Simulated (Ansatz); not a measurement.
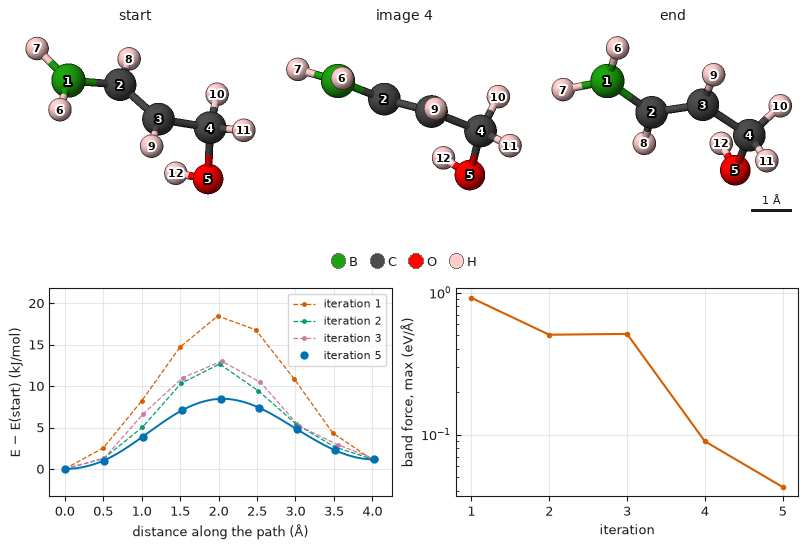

A nudged-elastic-band calculation for C3H7BO. Images are numbered from 0 (start) to 8 (end). The plot follows the band through its iterations. The picture is a ball-and-stick view, seen from a free direction.

All numbers below come from RKS PBE-D4/STO-3G in Ansatz 0.2.0.

The input:
```yaml
crystal:
  periodic: [false, false, false]
  atoms:
    - { symbol: B, position_ang: [-0.639116, 1.869639, 1.242171] }
    - { symbol: C, position_ang: [-0.300552, 0.96344, 0.058174] }
    - { symbol: C, position_ang: [0.422768, -0.191571, 0.217247] }
    - { symbol: C, position_ang: [0.737558, -1.190624, -0.90941] }
    - { symbol: O, position_ang: [-0.084084, -2.412167, -0.714279] }
    - { symbol: H, position_ang: [-0.338316, 1.536175, 2.333661] }
    - { symbol: H, position_ang: [-1.189352, 2.901293, 1.082313] }
    - { symbol: H, position_ang: [-0.590894, 1.225072, -0.978651] }
    - { symbol: H, position_ang: [0.735707, -0.50867, 1.233167] }
    - { symbol: H, position_ang: [0.565418, -0.709231, -1.907299] }
    - { symbol: H, position_ang: [1.798329, -1.532321, -0.855637] }
    - { symbol: H, position_ang: [-1.040365, -2.006336, -0.767357] }
basis:
  gaussian: { orbitals: STO-3G }
hamiltonian:
  xc: pbe
  dispersion: d4
neb:
  order_check: false
  images: 7
  f_tol: 0.05
  max_iterations: 60
  initial_path: idpp
  spring: 0.5
  final_atoms:
    - { symbol: B, position_ang: [-0.6380156, 1.86601297, 1.23295859] }
    - { symbol: C, position_ang: [-0.58934892, 0.59139875, 0.39095232] }
    - { symbol: C, position_ang: [0.5811669, -0.07873181, 0.16282855] }
    - { symbol: C, position_ang: [0.69272498, -1.37500313, -0.68120927] }
    - { symbol: O, position_ang: [-0.54542813, -1.78292561, -1.352732] }
    - { symbol: H, position_ang: [0.36563263, 2.31886078, 1.65915643] }
    - { symbol: H, position_ang: [-1.66165105, 2.40473284, 1.46764013] }
    - { symbol: H, position_ang: [-1.49717319, 0.13368913, -0.05132578] }
    - { symbol: H, position_ang: [1.53794208, 0.30373689, 0.57695656] }
    - { symbol: H, position_ang: [1.55966931, -1.24637008, -1.38901102] }
    - { symbol: H, position_ang: [0.96718834, -2.21799379, 0.00273897] }
    - { symbol: H, position_ang: [-0.69560633, -0.97270795, -1.98485347] }
```

Launched with:
```bash
ansatz run input.yaml --threads 1 --pin off --max-ram 2048MiB --backend cpu --events-out ev --progress --plain --runs-dir out
```

> Did the band converge, and can the barrier be trusted?

The run is converged, with reservations. The band converged in 5 iterations. The largest component of the band force went from 0.92 to 0.043 eV/Å. The climbing image converged on the top of the path. Its curvatures weren't checked. The first iteration put the highest image at 18.5 kJ/mol. The energy climbs by 8.5 kJ/mol to image 4 and then falls by 7.3 kJ/mol, so the end point sits at +1.2 kJ/mol.

Limits of the set-up: STO-3G is a minimal basis, so the numbers are rough.

Cost: 80 s on 1 thread of Intel(R) Xeon(R) Platinum 8275CL CPU @ 3.00GHz (Skylake/Cascade Lake), on a shared host, peak memory 0.11 GiB.
